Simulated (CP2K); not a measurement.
Consider fluoroethane at its PBE geometry (Å).

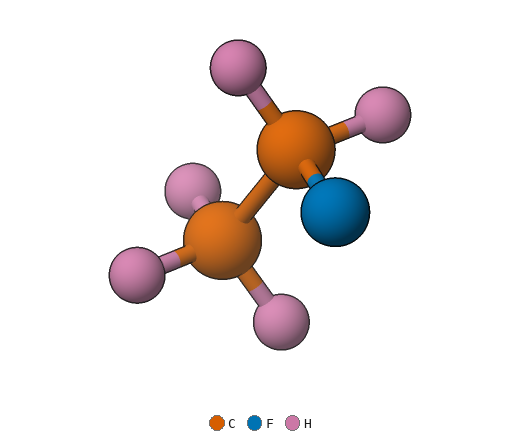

The molecule (carbon orange, fluorine blue, hydrogen pink).

```xyz
8

C     0.7701    0.0956    0.0416
C    -0.7204   -0.1563    0.0062
F    -1.3682    0.8542   -0.7528
H     1.2622   -0.6929    0.6293
H     1.1942    0.0838   -0.9708
H     0.9951    1.0635    0.5074
H    -1.1681   -0.1312    1.0109
H    -0.9650   -1.1167   -0.4717
```

Method: CP2K XAS_TDP, all-electron GAPW, PBEh(45%), aug-cc-pVDZ, TDA, no relativity.

Q: Where do the C K-edge lines lie, and how strong are they?

Leading lines: C1 283.74 eV and C2 285.02 eV. The leading line of an atom is its first one with 35 % of the strongest within 2.5 eV of its lowest line over the strength cut. 

The first six lines of each atom with a strength over 0.0015:

```
                       atom  energy (eV)  states  strength, one atom
   C1 (bonded to C and 3 H)       283.74       1              0.0070
                                  284.54       1              0.0181
                                  284.58       1              0.0188
                                  284.93       1              0.0043
                                  285.74       1              0.0060
                                  286.12       1              0.0020
C2 (bonded to C, F and 2 H)       285.02       1              0.0582
                                  285.95       1              0.0084
                                  286.46       1              0.0248
                                  287.49       1              0.0019
                                  288.01       1              0.0045
                                  288.24       1              0.0018
```

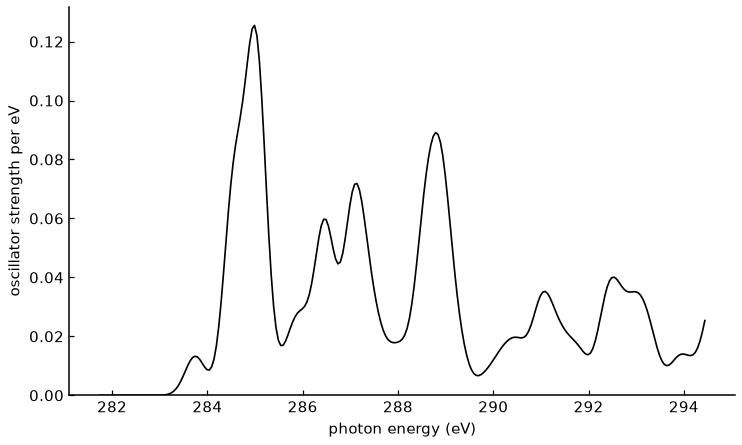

All atoms added, broadened by 0.5 eV.

Lines are vertical, at one geometry, with no vibrational structure. Without a correction of the core level, line positions, and the gaps between valence and Rydberg lines, follow the share of exact exchange. At this level such K lines come out 3 to 6 eV under measured ones. These values hold no scalar relativity, about 0.1 eV for C 1s. Rydberg lines, and the discretised continuum above threshold, depend on the basis and the box.

[Banner, clock and machine lines of the logs are left out without a mark of their own.]

[Logs are printed without paths, hosts, clocks, repeated set-up lines and the standing remarks that a program may print on its own settings, such as how far it seeks lower states.]

[Hosts, paths, dates, database ids (printed as entryN), source tags and the programs' standing remarks are cut or masked in the printed files.]
